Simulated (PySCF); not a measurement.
# Cl2GeH2O···H2O: what the fields show

The calculation's input:

```
{"job": {"kind": "inter", "xc": "PBE0", "basis": "def2-TZVP", "disp": "d3bj", "pairs": true}, "charge": 0, "multiplicity": 1, "parts": [{"atoms": "0-2", "charge": 0, "multiplicity": 1}, {"atoms": "3-5", "charge": 0, "multiplicity": 1}, {"atoms": "6-8", "charge": 0, "multiplicity": 1}]}
Cl    -1.875068    -0.624262    -0.916638
Ge    -1.180937     1.204022     0.202217
Cl     1.089551     0.935200    -0.071791
O      0.959394     2.762396    -2.526127
H      1.333040     3.612343    -2.263770
H      1.362950     2.116195    -1.912157
O     -1.376143     2.197784    -1.647654
H     -1.699974     1.491675    -2.231807
H     -0.496696     2.514280    -2.046027
```

Command:

```sh
OMP_NUM_THREADS=1 python cluster_run.py task.json out
```

Geometry: PBE0-D3(BJ)/def2-SVP.

All numbers below come from PySCF 2.14.0, PBE0-D3(BJ)/def2-TZVP, SCF density, gas phase.

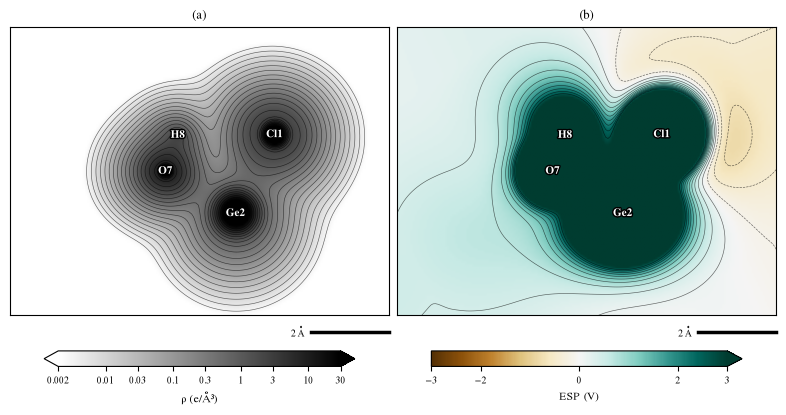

Figure 1. (a) electron density; (b) electrostatic potential on the plane of atoms Ge2, O7 and H8.

Interpret the plot.

Answer. The plane passes through Cl, Ge, O and H nuclei. Ge–O (2.11 Å): the density is about 0.49 e/Å³ at the midpoint. Ge–Cl (2.25 Å): ρ is about 0.65 e/Å³ halfway. O–H (0.97 Å): the density is about 3.8 e/Å³ at the midpoint. Outside the dense part of the complex the potential is most negative (−0.8 V) near Cl1.

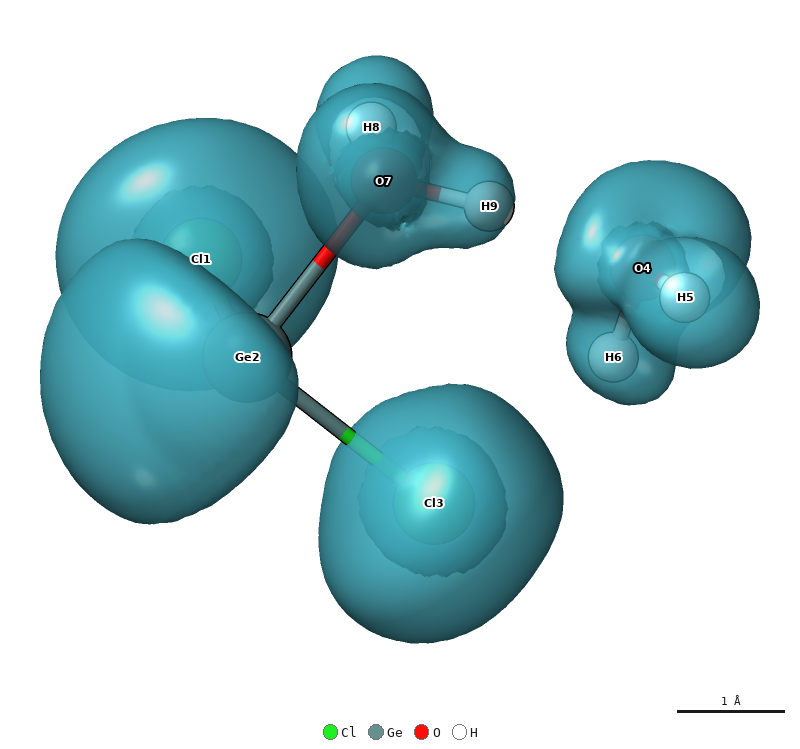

Figure 2. Isosurface of the electron localisation function at 0.75 (cyan), seen at an oblique angle. Only the valence region is drawn (cores and ρ < 0.01 e/Å³ removed).

Describe the localisation domains.

Answer. The surface consists of one lobe on Ge, pointing away from the bonds (lone pairs), two regions wrapped around Cl (the valence shell of each) and two joined regions spread over several atoms (H, O), in which their bonds and any lone pairs are merged. Along the contacts the grid gives the following. O4···H9 (1.55 Å): the ELF dips to about 0.25 between them; a closed-shell contact with the geometry of a hydrogen bond. Ge–O (2.11 Å): the ELF peaks at about 0.90 in the valence shell of O, 0.6 Å from its nucleus, and is about 0.35 at the midpoint.

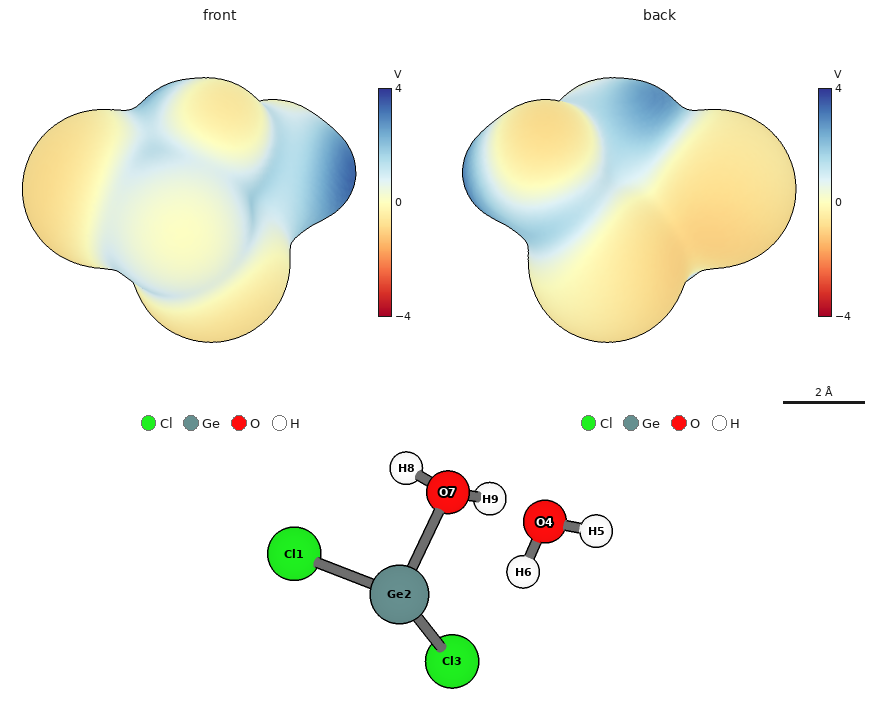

Figure 3. The molecular electrostatic potential painted on the density surface at 0.002 e/bohr³, seen from the front and from behind; the colour scale runs from red (negative) to blue (positive). The bare structure is drawn below in the same view.

Which sites attract a positive test charge, and which a negative one?

Answer. A positive charge is drawn to the negative regions and a negative charge to the positive ones. The most negative region (about −1.0 V) lies over Cl1 and Cl3, the most positive (about +3.3 V) over H5.
